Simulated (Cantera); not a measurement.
A closed system holds: 1 mol Si, 0.097 mol CO2, 8.2 mol N2, equilibrated at 1175 °C.

These are equilibrium values from Cantera (NASA tables, ideal gas, pure condensed phases), not measurements of a reactor. Candidate condensed phases: C, Si, SiC, SiO2, Si2N2O, Si3N4; 34 gas species. N2 is the only nitrogen source here; it is nearly inert below about 1500 K, so the nitride shown seldom forms there in practice. Mutual solubility and eutectic melting of coexisting phases are not modelled. Equilibrium is a limit: real reactors are often held back by kinetics, nucleation or transport.

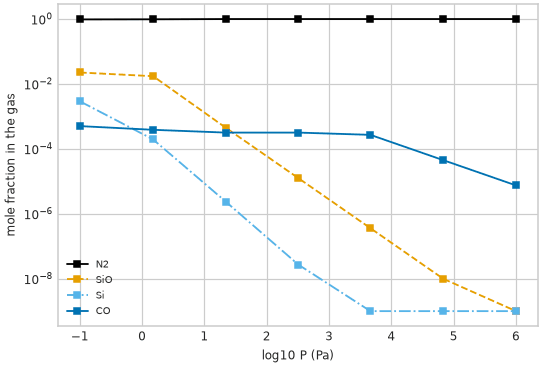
Figure: Equilibrium gas composition (values under 1e-9 drawn at 1e-9)

Problem. Read off the mole fractions at 1.50 Pa.

Solution. N2 about 0.98, SiO about 0.017, CO about 0.00039, Si about 0.00019.
